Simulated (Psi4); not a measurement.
# CCSD/def2-SVPD run of BH3O3 (boric acid)

What is the energy change on altering one bond length of BH3O3 (boric acid) at CCSD/def2-SVPD? 

The results are computed with Psi4 1.11.

## Step 1: Starting point

BH3O3: 7 atoms, total charge 0, spin state singlet. SMILES: `OB(O)O`. The shape is that of a PBE0-D4/def2-TZVP optimisation. This is a higher conformer, about 20 kJ/mol above the lowest found by a separate search.

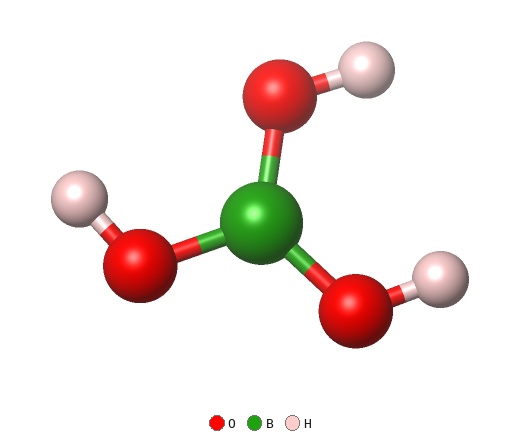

Viewed from a chosen angle; oxygen red, boron green, hydrogen pink.

## Step 2: A single-point energy at CCSD/def2-SVPD

The input, job.inp:

```
memory 1600 mb

molecule m {
  0 1
  O
  B 1 1.366865
  O 2 1.360023 1 116.47113
  O 2 1.376375 3 118.30087 1 179.99789
  H 1 0.956717 2 115.34077 3 179.99968
  H 3 0.959016 2 111.64042 1 -179.99161
  H 4 0.957258 2 115.83222 3 -179.99357
  units angstrom
  symmetry c1
}

set globals {
  basis           def2-SVPD
  puream          true
  e_convergence   1e-09
  d_convergence   1e-08
  scf_type        pk
  num_frozen_docc 4
}

E, wfn = energy('ccsd', return_wfn=True)
print_variables()
```

Launch:

```bash
$ psi4 -i job.inp -o job.out -n 1
```

job.out:

```text
[...]
  Running in c1 symmetry.
[...]
  Nuclear repulsion =  116.229649465467347
[...]
  Multiplicity = 1
[...]
  Nalpha       = 16
  Nbeta        = 16
[...]
    Number of basis functions: 113
[...]
   @RHF iter   1:  -250.82888152450843   -8.93211e-01   6.07153e-03 DIIS/ADIIS
[...]
   @RHF iter  12:  -251.01699810392125   -9.09495e-13   2.58320e-09 DIIS
[...]
    Orbital Energies [Eh]
    ---------------------
    Doubly Occupied:
       1A    -20.582818     2A    -20.575383     3A    -20.562602
       4A     -7.681387     5A     -1.391694     6A     -1.340817
       7A     -1.333208     8A     -0.799041     9A     -0.768695
      10A     -0.687801    11A     -0.637495    12A     -0.606712
      13A     -0.565288    14A     -0.544374    15A     -0.520105
      16A     -0.506098
[...]
  @RHF Final Energy:  -251.01699810392125
   => Energetics <=
    Nuclear Repulsion Energy =            116.2296494654673467
    One-Electron Energy =                -576.2862577882928008
    Two-Electron Energy =                 209.0396102189042153
    Total Energy =                       -251.0169981039212530
[...]
 Multipole Moments:
 ------------------------------------------------------------------------------------
     Multipole            Electronic (a.u.)      Nuclear  (a.u.)        Total (a.u.)
 ------------------------------------------------------------------------------------
 L = 1.  Multiply by 2.5417464519 to convert [e a0] to [Debye]
 Dipole X            :          0.0000981           -0.0002282           -0.0001301
 Dipole Y            :         -0.3158543            1.5774384            1.2615841
 Dipole Z            :         -0.0572034            0.0894917            0.0322883
 Magnitude           :                                                    1.2619972
[...]
      * MP2 total energy                      = -251.687159539714401
[...]
      * CCSD total energy                     = -251.702811985460443
[...]
```

It took 31 s on 1 thread of AMD EPYC 9R45 (Zen 5), shared host; peak memory 1.5 GiB.

## Step 3: The distorted shape at the same level

The input, bh3o3.xyz:

```xyz
7
BH3O3
O     -1.845169     1.251993     1.730799
B     -0.747669     0.442593     1.637599
O     -0.234269    -0.019907     2.808999
O      0.600700    -0.381300    -0.945400
H     -2.192869     1.567993     0.897399
H      0.531331    -0.578807     2.663399
H      0.210500    -0.035700    -1.748300
```

The input, bh3o3.py:

```python
import psi4

psi4.set_memory('1600 MB')
psi4.set_num_threads(1)
psi4.core.set_output_file('output.dat', False)

with open('bh3o3.xyz') as f:
    atoms = ''.join(f.readlines()[2:])
geom = psi4.geometry('0 1\n' + atoms + 'symmetry c1')

options = {'puream': True, 'e_convergence': 1e-09, 'd_convergence': 1e-08, 'scf_type': 'pk', 'num_frozen_docc': 4}
psi4.set_options(options)

energy_value = psi4.energy('ccsd/def2-SVPD')
print(f'total energy {energy_value:.8f} hartree = {energy_value * 27.211386:.5f} eV')
```

Launch:

```bash
$ python bh3o3.py
```

output.dat:

```text
[...]
  Running in c1 symmetry.
[...]
  Nuclear repulsion =   93.909724307498763
[...]
  Multiplicity = 1
[...]
  Nalpha       = 16
  Nbeta        = 16
[...]
    Number of basis functions: 113
[...]
   @RHF iter   1:  -250.41208321398847   -1.23461e+00   7.43870e-03 DIIS/ADIIS
[...]
   @RHF iter  15:  -250.74274308984326   -5.37170e-12   3.90159e-09 DIIS
[...]
    Orbital Energies [Eh]
    ---------------------
    Doubly Occupied:
       1A    -20.675111     2A    -20.675013     3A    -20.483125
       4A     -7.850714     5A     -1.463633     6A     -1.429536
       7A     -1.158477     8A     -0.889717     9A     -0.780769
      10A     -0.695252    11A     -0.673924    12A     -0.668854
      13A     -0.596212    14A     -0.528433    15A     -0.394149
      16A     -0.339039
[...]
  @RHF Final Energy:  -250.74274308984326
   => Energetics <=
    Nuclear Repulsion Energy =             93.9097243074987631
    One-Electron Energy =                -530.7010217715435374
    Two-Electron Energy =                 186.0485543742015011
    Total Energy =                       -250.7427430898432590
[...]
 Multipole Moments:
 ------------------------------------------------------------------------------------
     Multipole            Electronic (a.u.)      Nuclear  (a.u.)        Total (a.u.)
 ------------------------------------------------------------------------------------
 L = 1.  Multiply by 2.5417464519 to convert [e a0] to [Debye]
 Dipole X            :         -1.5418738            0.3527869           -1.1890869
 Dipole Y            :          0.9012558           -0.1113475            0.7899083
 Dipole Z            :          3.5439614           -2.1814677            1.3624936
 Magnitude           :                                                    1.9733909
[...]
      * MP2 total energy                      = -251.463327512214022
[...]
      * CCSD total energy                     = -251.473052342379077
```

On the terminal:

```text
total energy -251.47305234 hartree = -6842.93030 eV
```

Run time: 44 s. Hardware: 1 thread of AMD EPYC 9R45 (Zen 5), shared host; peak memory 1.5 GiB.

## Step 4: Outcome

Level: CCSD/def2-SVPD, 4 core orbitals frozen.

| quantity | value |
| --- | --- |
| first shape: total energy | -251.70281 Eh |
| first shape: HOMO energy (Hartree–Fock orbitals) | -13.77 eV |
| first shape: LUMO energy (Hartree–Fock orbitals) | 1.32 eV |
| first shape: HOMO–LUMO gap (Hartree–Fock orbitals) | 15.09 eV |
| first shape: correlation energy (4 core orbitals frozen) | -685.8 mEh |
| first shape: T1 diagnostic | 0.014 |
| distorted shape: total energy | -251.47305 Eh |
| distorted shape: HOMO energy (Hartree–Fock orbitals) | -9.23 eV |
| distorted shape: LUMO energy (Hartree–Fock orbitals) | -0.97 eV |
| distorted shape: HOMO–LUMO gap (Hartree–Fock orbitals) | 8.26 eV |
| distorted shape: correlation energy (4 core orbitals frozen) | -730.3 mEh |
| distorted shape: T1 diagnostic | 0.051 |
| energy change with the B2–O4 bond stretched from 1.376 to 3.028 Å | 6.252 eV |

**Reading.** With the B2–O4 bond stretched from 1.376 to 3.028 Å the energy rises by 6.25 eV (603 kJ/mol). The first shape isn't relaxed at this level, so the change isn't measured from a minimum. The T1 diagnostic (distorted shape) of 0.051 is above the customary mark for such species, so a single reference may not serve.
